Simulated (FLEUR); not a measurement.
# free Ni(111) film, 5 layers: from one collinear state to anisotropy, part 2 of 2

Wanted: anisotropy for free Ni(111) film, 5 layers, with the cost of each step.

FLEUR MaX-R8.1; PBE; all-electron FLAPW film, Dirac cores, scalar-relativistic bands.

So far. Step 2 (Reference state): After 54 cycles the largest moment stands at 0.710 μB.

## (5) Spin–orbit coupling, moments along z

Level of this step: PBE; all-electron FLAPW film, Dirac cores, scalar-relativistic bands with spin-orbit coupling (FLEUR).

Spin–orbit coupling ties the spins to the lattice and lets orbital moments form.

A new self-consistent run of the start ferro +++++, with the moments along z. The k list default-1 (kpts.xml, not shown) is a Γ-centred 35×35×1 mesh.

Contents of inp.xml:

```
<?xml version="1.0" encoding="UTF-8" standalone="no"?>
<fleurInput fleurInputVersion="0.39">
   <comment>
      Ni
   </comment>
   <calculationSetup>
      <cutoffs Kmax="3.66" Gmax="11.0" GmaxXC="11.0" numbands="190"/>
      <scfLoop itmax="150" minDistance="0.00002" maxIterBroyd="15" imix="Anderson" alpha="0.03" precondParam="0.0" spinf="2.0" sdNocoIR="T"/>
      <coreElectrons ctail="T" frcor="F" kcrel="0" coretail_lmax="0"/>
      <xcFunctional name="pbe" relativisticCorrections="F"/>
      <magnetism jspins="2"/>
      <soc l_soc="T" theta="0.0" phi="0.0" spav="F"/>
      <expertModes spex="0" secvar="F"/>
      <geometryOptimization l_f="F" forcealpha="1.0" forcemix="BFGS" epsdisp="0.00001" epsforce="0.00001"/>
      <ldaU l_linMix="F" mixParam="0.05" spinf="1.0"/>
   </calculationSetup>
   <cell>
      <bzIntegration valenceElectrons="90.0" mode="hist" fermiSmearingEnergy="0.00183747">
         <kPointListSelection listName="default-1"/>
         <xi:include xmlns:xi="http://www.w3.org/2001/XInclude" href="kpts.xml"> </xi:include>
      </bzIntegration>
      <xi:include xmlns:xi="http://www.w3.org/2001/XInclude" href="sym.xml"> </xi:include>
      <filmLattice scale="1.0" dVac="20.66" dTilda="23.16">
         <bravaisMatrixFilm>
            <row-1>    4.7086300406703598     0.0000001262337051</row-1>
            <row-2>   -2.3543151296652853     4.0777931691130949</row-2>
         </bravaisMatrixFilm>
         <vacuumEnergyParameters vacuum="1" spinUp="-.25" spinDown="-.25"/>
      </filmLattice>
   </cell>
   <atomSpecies>
      <species name="Nickel (Ni1.000" element="Ni" atomicNumber="28">
         <mtSphere radius="2.24" gridPoints="741" logIncrement="0.016"/>
         <atomicCutoffs lmax="8" lnonsphr="6"/>
         <electronConfig flipSpins="F">
            <coreConfig>(1s1/2) (2s1/2) (2p1/2) (2p3/2)</coreConfig>
            <valenceConfig>(3s1/2) (3p1/2) (3p3/2) (4s1/2) (3d3/2) (3d5/2)</valenceConfig>
            <stateOccupation state="(3d3/2)" spinUp="1.6" spinDown="1.6"/>
            <stateOccupation state="(3d5/2)" spinUp="2.9" spinDown="1.9"/>
         </electronConfig>
         <energyParameters s="4" p="4" d="3" f="4"/>
         <lo type="SCLO" l="0" n="3" eDeriv="0"/>
         <lo type="SCLO" l="1" n="3" eDeriv="0"/>
      </species>
   </atomSpecies>
   <atomGroups>
      <atomGroup species="Nickel (Ni1.000">
         <filmPos label="                   1">1.000/6.000 -1.000/6.000 -7.6893119964</filmPos>
         <filmPos label="                   5">-1.000/6.000 1.000/6.000 7.6893119964</filmPos>
         <force calculate="T" relaxXYZ="TTT"/>
      </atomGroup>
      <atomGroup species="Nickel (Ni1.000">
         <filmPos label="                   2">-1.000/6.000 1.000/6.000 -3.8446559982</filmPos>
         <filmPos label="                   4">1.000/6.000 -1.000/6.000 3.8446559982</filmPos>
         <force calculate="T" relaxXYZ="TTT"/>
      </atomGroup>
      <atomGroup species="Nickel (Ni1.000">
         <filmPos label="                   3">1.000/2.000 1.000/2.000 .0000000000</filmPos>
         <force calculate="T" relaxXYZ="TTT"/>
      </atomGroup>
   </atomGroups>
   <output dos="F" band="F" slice="F">
      <bandDOS minEnergy="-.5*Htr" maxEnergy="0.5*Htr" sigma="0.015" storeEVData="T"/>
      <plotting iplot="0" polar="F">
         <plot TwoD="T" vec1="  1.0  0.0  0.0" vec2="  0.0  1.0  0.0" vec3="  0.0  0.0  1.0" zero="  0.0  0.0 -0.5" file="plot"/>
      </plotting>
      <moessbauerParams electricFieldGradient="F" isomerShift="F" coreHyperfine="F" valenceHyperfine="F"/>
   </output>
</fleurInput>
```

Contents of crystal.txt:

```
Ni
&input film=T cartesian=F /
2.49169971213  0.00000006680  0.00000000000
-1.24584991392  2.15787521590  0.00000000000
0.00000000000  0.00000000000  1.00000000000
1.8897261246
1.0 1.0 1.0

5
28 0.00000000000  0.00000000000  -7.68931199637 : 1.000
28 0.66666666667  0.33333333333  -3.84465599818 : 1.000
28 0.33333333333  0.66666666667  0.00000000000 : 1.000
28 0.00000000000  0.00000000000  3.84465599818 : 1.000
28 0.66666666667  0.33333333333  7.68931199637 : 1.000

&soc 0.0000000 0.0000000 /
&kpt div1=35 div2=35 div3=1 gamma=T /
```

Command:

```
$ OMP_NUM_THREADS=1 inpgen -f crystal.txt > inpgen.log  # inp.xml is then edited as shown
$ OMP_NUM_THREADS=1 mpirun -n 8 fleur_MPI > fleur.log
```

The program printed:

```text
[banner, memory and clock lines left out]
Welcome to FLEUR        (www.flapw.de)
      MaX-Release 8.1          (www.max-centre.eu)

 ========== k-point set info ==========
 Selected k-point list: default-1
 k-point list type: mesh
 0 x 0 x 0
 Number of k points: 208

 [... set-up left out ...]
 Iteration:     1   Distance:      34.58518184 me/bohr^3
 Iteration:     2   Distance:      45.00096188 me/bohr^3
 Iteration:     3   Distance:      23.38238935 me/bohr^3
 Iteration:     4   Distance:      18.93989453 me/bohr^3
 Iteration:     5   Distance:      15.28277440 me/bohr^3
 Iteration:     6   Distance:       8.75397028 me/bohr^3
 Iteration:     7   Distance:       8.47503006 me/bohr^3
 Iteration:     8   Distance:       6.11779764 me/bohr^3
 Iteration:     9   Distance:       4.09125915 me/bohr^3
 Iteration:    10   Distance:       3.98393507 me/bohr^3
[... 22 iterations left out ...]
 Iteration:    33   Distance:       0.00233207 me/bohr^3
 Iteration:    34   Distance:       0.00183809 me/bohr^3
 Iteration:    35   Distance:       0.00199111 me/bohr^3
 Iteration:    36   Distance:       0.00071039 me/bohr^3
 Iteration:    37   Distance:       0.00053787 me/bohr^3
 Iteration:    38   Distance:       0.00041450 me/bohr^3
 Iteration:    39   Distance:       0.00015174 me/bohr^3
 Iteration:    40   Distance:       0.00007729 me/bohr^3
 Iteration:    41   Distance:       0.00008290 me/bohr^3
 Iteration:    42   Distance:       0.00001993 me/bohr^3

 ********************************************************************
 Run finished successfully
 Stop message:
   all done
 ********************************************************************

--- out.xml (last complete iteration) ---
<iteration numberForCurrentRun="   42" overallNumber="   42">
         [... left out ...]
         <bandgap value="0.0000000002" units="eV"/>
         <sumValenceSingleParticleEnergies value="-128.6895150554" units="Htr"/>
         <FermiEnergy value="-0.1855899095" units="Htr"/>
         [... left out ...]
         <magneticMomentsInMTSpheres units="muBohr">
            <globalMagMoment atomType="1" vec="0.00000   0.00000   0.69984"/>
            <globalMagMoment atomType="2" vec="0.00000   0.00000   0.69795"/>
            <globalMagMoment atomType="3" vec="0.00000   0.00000   0.66997"/>
         </magneticMomentsInMTSpheres>
         <orbitalMomentsInMTSpheres units="muBohr">
            <globalMagMoment atomType="1" vec="0.00000   0.00000   0.04909"/>
            <globalMagMoment atomType="2" vec="0.00000   0.00000   0.05634"/>
            <globalMagMoment atomType="3" vec="0.00000   0.00000   0.04632"/>
         </orbitalMomentsInMTSpheres>
         [... left out ...]
         <totalEnergy value="    -7604.1097675161" units="Htr">
            <sumOfEigenvalues value="    -4432.5589006926">
               <coreElectrons value="-4303.8693856372"/>
               <valenceElectrons value="-128.6895150554"/>
            </sumOfEigenvalues>
         [... left out ...]
            <freeEnergy value="-7604.1125113880"/>
            <extrapolationTo0K value="-7604.1111394521"/>
         </totalEnergy>
         <densityConvergence units="me/bohr^3">
            <chargeDensity spin="1" distance="0.0000068265"/>
            <chargeDensity spin="2" distance="0.0000182416"/>
            <overallChargeDensity distance="0.0000199325"/>
            <spinDensity distance="0.0000190108"/>
         </densityConvergence>
      </iteration>
```

Run time: 19 min. Hardware: 8 MPI ranks of Arm Neoverse V1, shared host; peak memory 1.8 GiB; 2.6 h of CPU time.

Spin moment in the muffin-tin sphere by atom:

```csv
atom,spin moment in the muffin-tin sphere (μB)
Ni1,0.700
Ni2,0.698
Ni3,0.670
Ni4,0.698
Ni5,0.700
```

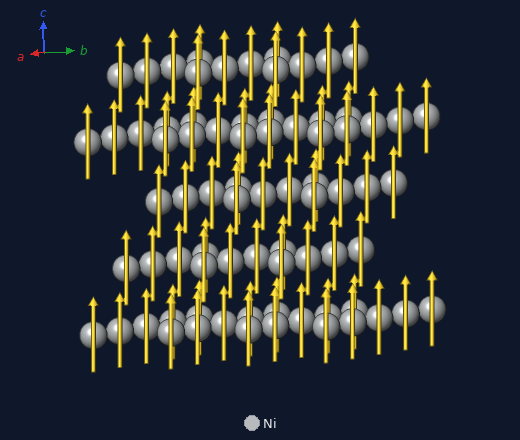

Spin moment in the muffin-tin sphere as arrows, the longest 0.700 μB. Up and down stand for the sign. Arrows give size and sign along the axis of quantisation, drawn up and down the page. 4×3×1 cells are drawn. Some periodic images of atoms are drawn too.

Numbers from this step:

* free energy: -206918.4426 eV
* program's band gap on this mesh (in a metal only a level spacing): 2.00e-10 eV
* magnetization: 3.286 μB
* final state: ferromagnetic
* orbital moment along the spin: 0.04909 μB

Orbital moment in the sphere, along the spin axis by atom:

```csv
atom,"orbital moment in the sphere, along the spin axis (μB)"
Ni1,0.0491
Ni2,0.0563
Ni3,0.0463
Ni4,0.0563
Ni5,0.0491
```

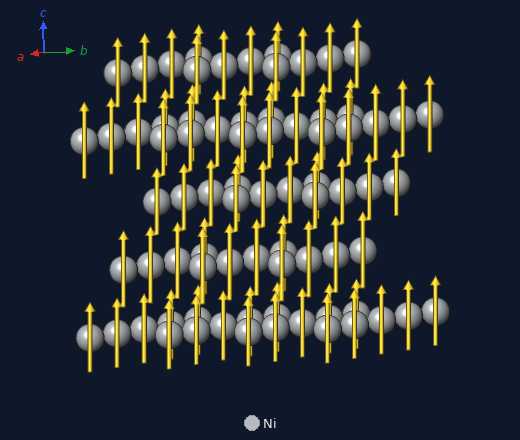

Orbital moment in the sphere, along the spin axis as arrows, the longest 0.0563 μB. Up and down stand for the sign. Arrows give size and sign along the axis of quantisation, drawn up and down the page. 4×3×1 cells are drawn. Some periodic images of atoms are drawn too.

## (6) Outcome

```
reference state                                                             : ferromagnetic
largest sphere moment                                                       : 0.710 μB
easy direction of those tried                                               : the plane normal to z
energy along x less z, force theorem                                        : -0.767 meV a primitive cell
orbital moment on the atom of largest spin, along its spin (spin–orbit run) : 0.0491 μB
```

By the force theorem the moments prefer the plane normal to z, with no direction in it resolved; shape anisotropy is not in it, and in a film it favours the plane. The difference for the second direction goes from -0.92 meV (mesh 23×23×1, 170 states, 12 min of CPU time) to -0.77 meV (mesh 35×35×1, 170 states, 27 min), so it is not converged. On the atom of largest spin the orbital moment is almost quenched. The state was typed, and no other order was converged beside it, so it need not be the ground state.

[Logs and program files are shortened in this print: banners, set-up blocks, solver, clock and traceback lines can be left out without a mark of their own.]

[Logs are printed without paths, hosts, clocks, repeated set-up lines and the standing remarks that a program may print on its own settings, such as how far it seeks lower states.]

[Hosts, paths, dates, database ids (printed as entryN), source tags and the programs' standing remarks are cut or masked in the printed files.]

[Where a cell is said to come from a database of computed structures, the database is the Materials Project.]
